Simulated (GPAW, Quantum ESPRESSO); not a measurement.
# C K-edge XANES of HfC (Fm-3m)

Aim: the C K edge of HfC (Fm-3m) by two routes, a Lanczos recursion (XSpectra) and a sum over empty bands (GPAW), to see which features are robust.

Program: Quantum ESPRESSO 7.5. Level of theory: core-hole supercells, plane-wave PAW PBE, without spin-orbit coupling (first program; GPAW 26.7.0 follows as the second). Results are calculated unless marked as measured.

The database entry behind the starting cell differs from later determinations by our own check (about 0.2 % long), so it need not match the best structure at ambient conditions.

## Step 1: The starting structure

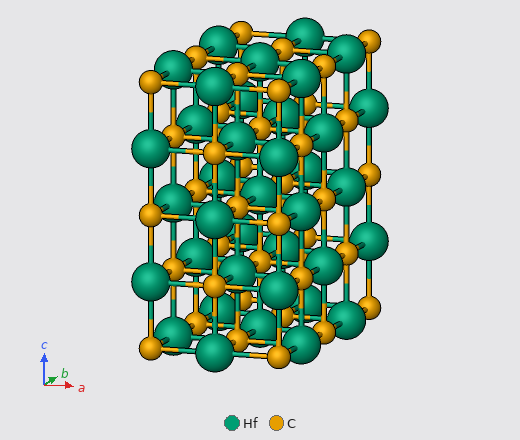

The cell as given, slightly off an axis (hafnium teal, carbon orange). 1×2×2 cells are drawn. This picture shows the conventional cell, with its axes. Some periodic images of atoms are drawn too.

## Step 2: The field without a hole (Quantum ESPRESSO)

The ground state comes first: it tells whether the system has a gap, which decides how the excited electron is treated.

The PAW data sets are made with ld1.x, with reconstruction data.

Input file scf.in:

```
&control
   calculation='scf', prefix='x', pseudo_dir='../pp', outdir='tmp', tprnfor=.true.
/
&system
   ibrav=0, nat=2, ntyp=2, nbnd=12
   ecutwfc=46, ecutrho=360
   occupations='smearing', smearing='mv', degauss=0.015
/
&electrons
   conv_thr=2.0e-08, electron_maxstep=120
   mixing_beta=0.5
/
ATOMIC_SPECIES
Hf 1.0 Hf.pbe-spn-kjpaw.UPF
C3 1.0 C.pbe-n-kjpaw.UPF
CELL_PARAMETERS angstrom
  0.00000000 2.32500000 2.32500000
  2.32500000 0.00000000 2.32500000
  2.32500000 2.32500000 0.00000000
ATOMIC_POSITIONS crystal
Hf   0.50000000 0.50000000 0.50000000
C3   0.00000000 0.00000000 0.00000000
K_POINTS automatic
10 10 10 0 0 0
```

The run is started by

```console
$ OMP_NUM_THREADS=1 mpirun --oversubscribe --bind-to none -np 4 pw.x -nk 4 -in scf.in > scf.out
```

The log of the run:

```text
     [... banner and references ...]
using ibrav=0 with symmetry is DISCOURAGED, use correct ibrav instead

     G-vector sticks info
     --------------------

     Using Slab Decomposition

     bravais-lattice index     =            0
     lattice parameter (alat)  =       6.2135  a.u.
     unit-cell volume          =     169.6272 (a.u.)^3
     number of atoms/cell      =            2
     number of atomic types    =            2
     number of electrons       =        16.00
     number of Kohn-Sham states=           12
     kinetic-energy cutoff     =      46.0000  Ry
     charge density cutoff     =     360.0000  Ry
     scf convergence threshold =      2.0E-08
     mixing beta               =       0.5000
     number of iterations used =            8  plain     mixing
     Exchange-correlation= SLA  PW   PBX  PBC
                           (   1   4   3   4   0   0   0)

     celldm(1)=   6.213507  celldm(2)=   0.000000  celldm(3)=   0.000000
     celldm(4)=   0.000000  celldm(5)=   0.000000  celldm(6)=   0.000000

     crystal axes: (cart. coord. in units of alat)
               a(1) = (   0.000000   0.707107   0.707107 )
               a(2) = (   0.707107   0.000000   0.707107 )
               a(3) = (   0.707107   0.707107   0.000000 )

     reciprocal axes: (cart. coord. in units 2 pi/alat)
               b(1) = ( -0.707107  0.707107  0.707107 )
               b(2) = (  0.707107 -0.707107  0.707107 )
               b(3) = (  0.707107  0.707107 -0.707107 )

     PseudoPot. #1 for Hf:     Pseudo is Projector augmented-wave + core cor, Zval = 12.0

     ../pp/C.pbe-n-kjpaw.UPF
     Pseudo is Projector augmented-wave + core cor, Zval =  4.0
     Shape of augmentation charge: PSQ
     Using radial grid of 1073 points,  4 beta functions with:
                l(1) =   0
                l(2) =   0
                l(3) =   1
                l(4) =   1
     Q(r) pseudized with 0 coefficients

     atomic species   valence    mass     pseudopotential
     Hf               12.00     1.00000     Hf( 1.00)
     C3                4.00     1.00000     C ( 1.00)

     48 Sym. Ops., with inversion, found

   Cartesian axes

     site n.     atom                  positions (alat units)
         1        Hf     tau(   1) = (   0.7071068   0.7071068   0.7071068  )
         2        C3     tau(   2) = (   0.0000000   0.0000000   0.0000000  )

     number of k points=    47  Marzari-Vanderbilt smearing, width (Ry)=  0.0150
                       cart. coord. in units 2pi/alat
        k(    1) = (   0.0000000   0.0000000   0.0000000), wk =   0.0020000
        k(    2) = (   0.0707107   0.0707107  -0.0707107), wk =   0.0160000
        k(    3) = (   0.1414214   0.1414214  -0.1414214), wk =   0.0160000
        k(    4) = (   0.2121320   0.2121320  -0.2121320), wk =   0.0160000
        k(    5) = (   0.2828427   0.2828427  -0.2828427), wk =   0.0160000
[...]
k(   45) = (  -0.1414214  -0.4242641   0.7071068), wk =   0.0480000
        k(   46) = (  -0.0707107  -0.3535534   0.6363961), wk =   0.0480000
        k(   47) = (  -0.7071068   0.2828427   0.0000000), wk =   0.0240000

     Dense  grid:    19603 G-vectors     FFT dimensions: (  40,  40,  40)

     Smooth grid:     7119 G-vectors     FFT dimensions: (  27,  27,  27)

     Initial potential from superposition of free atoms

     starting charge      15.9980, renormalised to      16.0000
     Starting wfcs are   14 randomized atomic wfcs
     Checking if some PAW data can be deallocated...

     per-process dynamical memory:    25.4 Mb

     Self-consistent Calculation

     iteration #  1     ecut=    46.00 Ry     beta= 0.50
     Davidson diagonalization with overlap
     ethr =  1.00E-02,  avg # of iterations =  2.3

     total energy              =    -714.57590070 Ry
     estimated scf accuracy    <       0.61123114 Ry

     iteration #  2     ecut=    46.00 Ry     beta= 0.50
[...]
estimated scf accuracy    <       0.00000008 Ry

     iteration # 14     ecut=    46.00 Ry     beta= 0.50
     Davidson diagonalization with overlap
     ethr =  4.74E-10,  avg # of iterations =  2.0

     End of self-consistent calculation

          k = 0.0000 0.0000 0.0000 (   893 PWs)   bands (ev):

   -45.6805 -14.1062 -14.1062 -14.1062   3.1432  16.3007  16.3007  16.3007
    16.8391  16.8391  16.8391  18.8431

          k = 0.0707 0.0707-0.0707 (   908 PWs)   bands (ev):

   -45.6768 -14.1753 -14.1133 -14.1133   3.3913  15.0024  15.3775  15.3775
    17.2312  17.2312  17.5346  19.8938

          k = 0.1414 0.1414-0.1414 (   914 PWs)   bands (ev):

   -45.6667 -14.3510 -14.1307 -14.1307   4.0856  13.2397  14.1761  14.1761
    17.9695  17.9695  18.0510  21.8538

          k = 0.2121 0.2121-0.2121 (   893 PWs)   bands (ev):

   -45.6541 -14.5587 -14.1514 -14.1514   5.0919  11.5333  13.2388  13.2388
    18.7146  19.0404  19.0404  23.9666

          k = 0.2828 0.2828-0.2828 (   887 PWs)   bands (ev):

   -45.6440 -14.7215 -14.1682 -14.1682   6.1997  10.0641  12.6575  12.6575
    19.8279  20.1923  20.1923  23.4005

          k =-0.3536-0.3536 0.3536 (   886 PWs)   bands (ev):

[...]
k = 0.1414-0.0000 0.0000 (   901 PWs)   bands (ev):

[...]
k = 0.2121 0.0707-0.0707 (   901 PWs)   bands (ev):

[...]
k =-0.2828-0.4243 0.4243 (   893 PWs)   bands (ev):

[...]
k =-0.2121-0.3536 0.3536 (   891 PWs)   bands (ev):

[...]
k =-0.1414-0.2828 0.2828 (   895 PWs)   bands (ev):

[...]
k =-0.0707-0.2121 0.2121 (   900 PWs)   bands (ev):

[...]
k = 0.0000-0.1414 0.1414 (   907 PWs)   bands (ev):

[...]
k = 0.2828-0.0000 0.0000 (   889 PWs)   bands (ev):

[...]
k = 0.0000-0.2828 0.2828 (   909 PWs)   bands (ev):

[...]
k = 0.4950 0.0707-0.0707 (   887 PWs)   bands (ev):

[...]
k = 0.5657-0.0000 0.0000 (   886 PWs)   bands (ev):

[...]
k = 0.0000-0.5657 0.5657 (   894 PWs)   bands (ev):

[...]
k =-0.7071 0.0000 0.0000 (   894 PWs)   bands (ev):

[...]
k = 0.2828 0.1414 0.0000 (   891 PWs)   bands (ev):

[...]
k = 0.3536 0.2121-0.0707 (   893 PWs)   bands (ev):

[...]
k = 0.4243 0.1414-0.0000 (   886 PWs)   bands (ev):

[...]
k = 0.0000-0.2828 0.4243 (   888 PWs)   bands (ev):

[...]
k =-0.0707-0.4950 0.6364 (   895 PWs)   bands (ev):

[...]
k = 0.0000-0.4243 0.5657 (   897 PWs)   bands (ev):

[...]
k =-0.7071 0.1414 0.0000 (   904 PWs)   bands (ev):

[...]
k =-0.1414-0.4243 0.7071 (   896 PWs)   bands (ev):

   -45.6301 -14.5959 -14.4391 -14.2942   5.8085  11.5966  12.8524  13.1466
    18.0671  20.1749  21.9598  22.4185

          k =-0.0707-0.3536 0.6364 (   900 PWs)   bands (ev):

   -45.6281 -14.5648 -14.4895 -14.3157   5.8592  11.7690  12.7323  13.0612
    19.0214  19.0548  22.0511  23.0573

          k =-0.7071 0.2828 0.0000 (   892 PWs)   bands (ev):

   -45.6267 -14.5768 -14.4652 -14.3497   5.6858  12.6480  12.7146  12.8184
    18.0300  20.0481  22.2041  22.3804

     the Fermi energy is    15.4013 ev

!    total energy              =    -714.80749795 Ry
     total all-electron energy =    -30233.333778 Ry
     estimated scf accuracy    <          4.6E-10 Ry
     smearing contrib. (-TS)   =      -0.00006149 Ry
     internal energy E=F+TS    =    -714.80743646 Ry

     The total energy is F=E-TS. E is the sum of the following terms:
     one-electron contribution =      -5.90156979 Ry
     hartree contribution      =      13.02071727 Ry
     xc contribution           =     -46.14739102 Ry
     ewald contribution        =     -95.38758228 Ry
     one-center paw contrib.   =    -580.39161064 Ry

     convergence has been achieved in  14 iterations

     Forces acting on atoms (cartesian axes, Ry/au):

     atom    1 type  1   force =    -0.00000000    0.00000000    0.00000000
     atom    2 type  2   force =     0.00000000    0.00000000    0.00000000

     Total force =     0.000000     Total SCF correction =     0.000000

     XML data file, charge density, pseudopotentials, collected wavefunctions

=------------------------------------------------------------------------------=
   JOB DONE.
=------------------------------------------------------------------------------=
```

Elapsed: 6.1 s, on 4 MPI ranks of Arm Neoverse V2, shared host; peak memory 0.07 GiB; 24 s of CPU time.

Absorbing atoms carry a label of their own (element plus a letter or digit), as the spectrum program needs them as separate species.

The mesh shows no gap, so the system is treated as a metal and the core electron is put at the Fermi level (neutral cell).

## Step 3: Spectrum without a core hole, C atom 2 (Quantum ESPRESSO)

Without a hole the spectrum is the empty density of states of the right symmetry on the absorber, weighted by matrix elements. It needs only the small cell and serves as the baseline.

The absorber has 6 Hf at 2.33 Å (octahedral, site symmetry m-3m).

Input file xspectra.in:

```
&input_xspectra
   calculation='xanes_dipole', edge='K'
   prefix='x', outdir='tmp', xiabs=2, xe0=15.4013
   xonly_plot=.false., x_save_file='xanes.sav'
   xniter=3000, xcheck_conv=20, xerror=0.005
   xcoordcrys=.false., xepsilon(1)=1, xepsilon(2)=0, xepsilon(3)=0
/
&plot
   xnepoint=413, xemin=-10, xemax=45, terminator=.true., cut_occ_states=.true.
   xgamma=0.4
/
&pseudos
   filecore='../C.wfc'
/
&cut_occ
   cut_desmooth=0.1, cut_stepl=0.05, cut_stepu=0.05, cut_ierror=1e-5
/
11 11 11 0 0 0
```

The run is started by

```console
$ OMP_NUM_THREADS=1 mpirun --oversubscribe --bind-to none -np 4 xspectra.x -nk 4 -in xspectra.in > xspectra.out
```

The log of the run:

```text
     [... banner and references ...]
Reading input_file

     calculation: xanes_dipole

     xepsilon  [cartesian coordinates]:   1.000000   0.000000   0.000000

     xonly_plot: FALSE
        => complete calculation: Lanczos + spectrum plot

     filecore (core-wavefunction file): ../C.wfc

     main plot parameters:
        cut_occ_states: TRUE
        gamma_mode:  constant
        -> using xgamma [eV]:  0.40
        xemin [eV]: -10.00
        xemax [eV]:  45.00
        xnepoint:  413
        xe0 [eV]:  15.401300 (energy zero read in input file)

[...]
Results of STEP 1 successfully written in x_save_file
     x_save_file name:
     ->  xanes.sav
     x_save_file version:  2

     ... End STEP 1 ...

     ... Begin STEP 2 ...

     The spectrum is calculated using the following parameters:
        xe0 [eV]:   15.4013
        the occupied states are elimintate from the spectrum
        xemin [eV]: -10.00
        xemax [eV]:  45.00
        xnepoint:  413
        constant broadening parameter [eV]:    0.400
        Core level energy [eV]:  -284.2
         (from electron binding energy of neutral atoms in X-ray data booklet)

     Cross-section successfully written in xanes.dat

     ... End STEP 2 ...

                                END JOB XSpectra
```

It took 30 s on 4 MPI ranks; peak memory 0.12 GiB; 2 min of CPU time.

The C K spectrum, C atom 2, no core hole (energy from the energy zero of the input (xe0, at the border of filled and empty states); intensity scaled to a mean of 1 over the first 20 eV; the points at xe0, where the cut of filled states can leave a spike, are interpolated):

```csv
E (eV),intensity
-2.0,0.05
-0.5,0.16
1.0,0.53
2.5,0.69
4.0,0.83
5.5,1.19
7.0,0.83
8.5,1.09
10.0,1.19
11.5,2.07
13.0,2.11
14.5,1.29
16.0,0.77
17.5,0.61
19.0,0.20
20.5,0.43
22.0,0.30
23.5,0.49
25.0,0.47
26.5,0.86
28.0,1.62
29.5,1.51
31.0,0.74
```

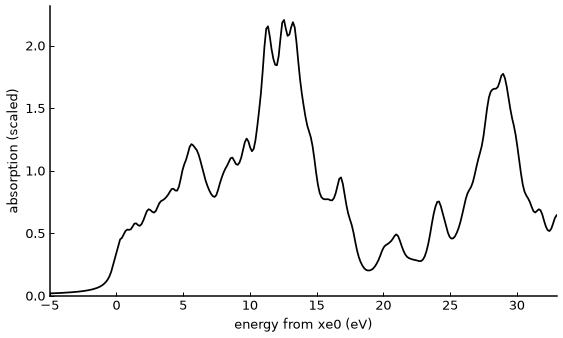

The C K edge, C atom 2, no core hole: main maxima at 11.4, 12.6 and 13.2 eV.

Main maxima below 24 eV (height): 5.6 eV (1.21), 8.7 eV (1.11), 9.8 eV (1.26), 11.4 eV (2.15), 12.6 eV (2.21) and 13.2 eV (2.19). A K edge sees empty p states on the absorber.

## Step 4: Another broadening

The final state's lifetime shortens with energy, so measured features broaden above the edge; the saved Lanczos coefficients are redrawn with a width that grows.

Input file xspectra_plot.in:

```
&input_xspectra
   calculation='xanes_dipole', edge='K'
   prefix='x', outdir='tmp', xiabs=2, xe0=15.4013
   xonly_plot=.true., x_save_file='xanes.sav'
   xniter=3000, xcheck_conv=20, xerror=0.005
   xcoordcrys=.false., xepsilon(1)=1, xepsilon(2)=0, xepsilon(3)=0
/
&plot
   xnepoint=413, xemin=-10, xemax=45, terminator=.true., cut_occ_states=.true.
   gamma_mode='variable', gamma_energy(1)=4, gamma_energy(2)=25, gamma_value(1)=0.3, gamma_value(2)=2.5
/
&pseudos
   filecore='../C.wfc'
/
&cut_occ
   cut_desmooth=0.1, cut_stepl=0.05, cut_stepu=0.05, cut_ierror=1e-5
/
11 11 11 0 0 0
```

The run is started by

```console
$ OMP_NUM_THREADS=1 xspectra.x -in xspectra_plot.in > xspectra_plot.out
```

The log of the run:

```text
     [... banner and references ...]
Reading input_file
     -------------------------------------------------------------------------

     calculation: xanes_dipole

     xonly_plot: TRUE
        => only the spectrum plot

     main plot parameters:
        cut_occ_states: TRUE
        gamma_mode:  variable
        -> first, constant up to point ( 4.00, 0.30) [eV]
        -> then, linear up to point (25.00, 2.50) [eV]
        -> finally, constant up to xemax
        xemin [eV]: -10.00
        xemax [eV]:  45.00
        xnepoint:  413
[...]
xemin [eV]: -10.00
        xemax [eV]:  45.00
        xnepoint:  413
        energy-dependent broadening parameter:
         -> first, constant up to point ( 4.00, 0.30) [eV]
         -> then, linear up to point (25.00, 2.50) [eV]
         -> finally, constant up to xemax
        Core level energy [eV]:  -284.2
         (from electron binding energy of neutral atoms in X-ray data booklet)

     Cross-section successfully written in xanes.dat

     -------------------------------------------------------------------------
                                END JOB XSpectra
     -------------------------------------------------------------------------
[key lines of the parts left out:]
Fermi level [eV]:  15.5955
```

Elapsed: 10 s, on 1 MPI rank; peak memory 0.13 GiB.

With a Lorentzian half width 0.3 eV up to 4 eV, rising linearly to 2.5 eV at 25 eV, the maxima are 1.3 eV (0.62), 2.4 eV (0.74), 4.2 eV (0.90), 5.6 eV (1.20) and 12.4 eV (1.74).

## Step 5: Reference energy of the supercell (Quantum ESPRESSO)

The photon energy needs a difference of total energies, so the cell and mesh of the coming hole run are first run without a hole.

Input file scf.in:

```
&control
   calculation='scf', prefix='x', pseudo_dir='../pp', outdir='tmp', tprnfor=.true.
/
&system
   ibrav=0, nat=12, ntyp=2, nbnd=59
   ecutwfc=46, ecutrho=360
   occupations='smearing', smearing='mv', degauss=0.015
/
&electrons
   conv_thr=1.2e-07, electron_maxstep=120
   mixing_beta=0.5
/
ATOMIC_SPECIES
Hf 1.0 Hf.pbe-spn-kjpaw.UPF
C 1.0 C.pbe-n-kjpaw.UPF
CELL_PARAMETERS angstrom
  2.32500000 4.65000000 2.32500000
  4.65000000 -2.32500000 -2.32500000
  -2.32500000 4.65000000 -2.32500000
ATOMIC_POSITIONS crystal
Hf   0.75000000 0.00000000 0.75000000
Hf   0.25000000 0.33333333 0.91666667
Hf   0.75000000 0.66666667 0.08333333
Hf   0.75000000 0.33333333 0.41666667
Hf   0.25000000 0.66666667 0.58333333
Hf   0.25000000 0.00000000 0.25000000
C    0.00000000 0.00000000 0.00000000
C    0.50000000 0.33333333 0.16666667
C    0.00000000 0.66666667 0.33333333
C    0.00000000 0.33333333 0.66666667
C    0.50000000 0.66666667 0.83333333
C    0.50000000 0.00000000 0.50000000
K_POINTS automatic
5 6 6 0 0 0
```

The run is started by

```console
$ OMP_NUM_THREADS=1 mpirun --oversubscribe --bind-to none -np 4 pw.x -nk 4 -in scf.in > scf.out
```

The log of the run:

```text
     [... banner and references ...]
[banner, memory and clock lines left out]
Found identity + (  0.5000  0.3333  0.1667) symmetry
     This is a supercell, fractional translations are disabled
     using ibrav=0 with symmetry is DISCOURAGED, use correct ibrav instead

     G-vector sticks info

     bravais-lattice index     =            0
     lattice parameter (alat)  =      10.7621  a.u.
     unit-cell volume          =    1017.7631 (a.u.)^3
[...]
atom    3 type  1   force =    -0.00000295   -0.00000384   -0.00000215
[...]
atom   11 type  2   force =    -0.00000032   -0.00000000    0.00000032
     atom   12 type  2   force =     0.00000000    0.00000000   -0.00000000

     Total force =     0.000013     Total SCF correction =     0.000039
     SCF correction compared to forces is large: reduce conv_thr to get better values

     XML data file, charge density, pseudopotentials, collected wavefunctions
[key lines of the parts left out:]
!    total energy              =   -4288.84505342 Ry
the Fermi energy is    15.3564 ev
convergence has been achieved in  21 iterations
```

Run time: 3.3 min. Hardware: 4 MPI ranks; peak memory 0.27 GiB.

Reference energy: -2468072.770 eV with the cores included.

(Continued in part 2 of 4.)

[Banner, clock and machine lines of the logs are left out without a mark of their own.]

[Logs are printed without paths, hosts, clocks, repeated set-up lines and the standing remarks that a program may print on its own settings, such as how far it seeks lower states.]

[Hosts, paths, dates, database ids (printed as entryN), source tags and the programs' standing remarks are cut or masked in the printed files.]

[Lists of maxima count a maximum above −3 eV only where it reaches 4 % of the highest in the window and stands out from its surroundings by 2 % of it (1.5 % where it reaches 55 %); shoulders and weaker maxima are passed over, and of the rest the first, up to two pre-edge ones and the few strongest are named.]
